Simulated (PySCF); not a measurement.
**SiC (triplet): density, localisation and related maps**

```yaml
atoms:
  - { symbol: Si, position_ang: [0.0000, 0.0000, -0.5148] }
  - { symbol: C, position_ang: [0.0000, 0.0000, 1.2002] }
```

Method: PBE0/def2-TZVP, non-relativistic Hamiltonian with scalar-relativistic core potentials where named, at a bond length of 1.715 Å in PySCF.

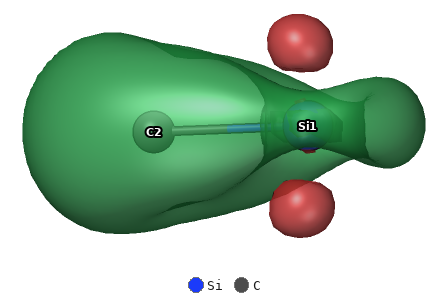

Figure 1. Isosurfaces of the spin density (α minus β) at +0.04 (green) and −0.04 e/Å³ (red), seen from one side.

### Describe the spin distribution.

The unpaired spin (2 electrons) lies mostly on C2 (about 1.5) and Si1 (about 0.5), in electrons by Hirshfeld's partition.

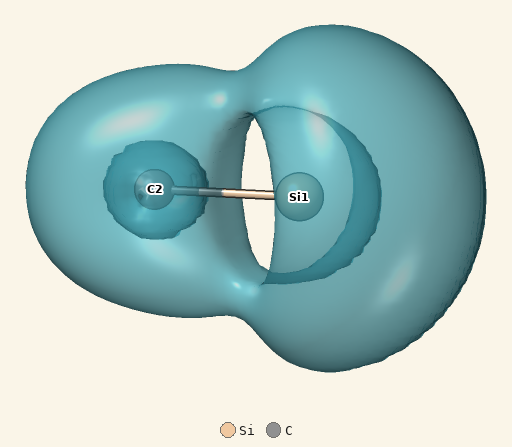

Figure 2. Isosurface of the electron localisation function at 0.75 (cyan), seen from one side. Core shells and regions of very low density are left out.

### Describe the localisation domains.

At this value the surface marks out one joined region spread over several atoms (C, Si), in which their bonds and any lone pairs are merged.


C–Si (1.71 Å): the ELF peaks at about 0.85 between the atoms, as expected for a covalent bond.

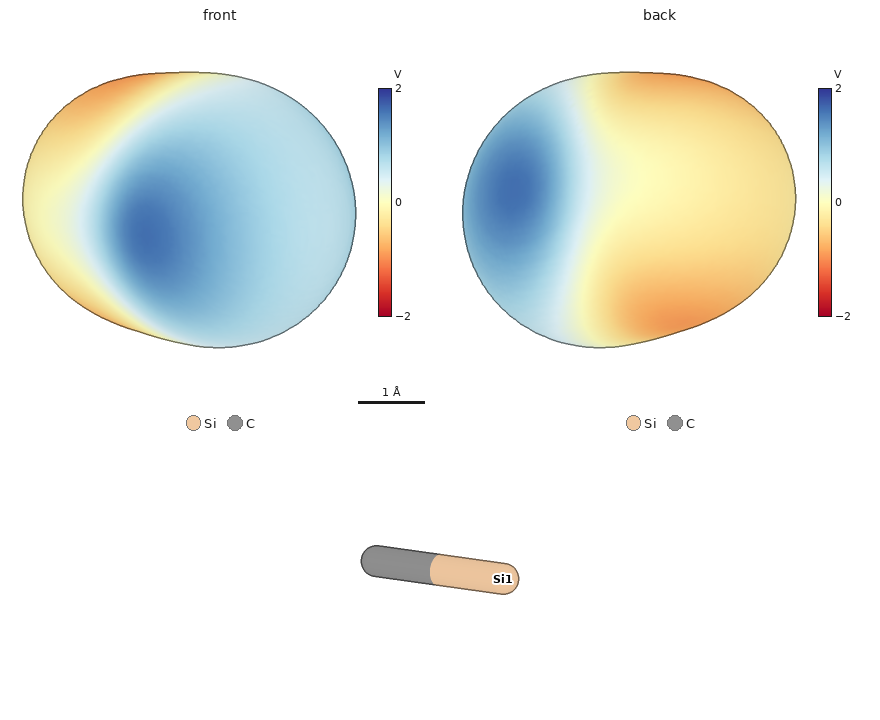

Figure 3. The molecular electrostatic potential painted on the density surface at 0.002 e/bohr³, seen from the front and from behind; red is negative and blue positive. The bare structure is drawn below in the same view.

### Describe the electrostatic potential map.

The most negative region (about −0.9 V, or −21 kcal/mol for a unit charge) lies over C2, the most positive (about +1.6 V, or +37 kcal/mol for a unit charge) over Si1.
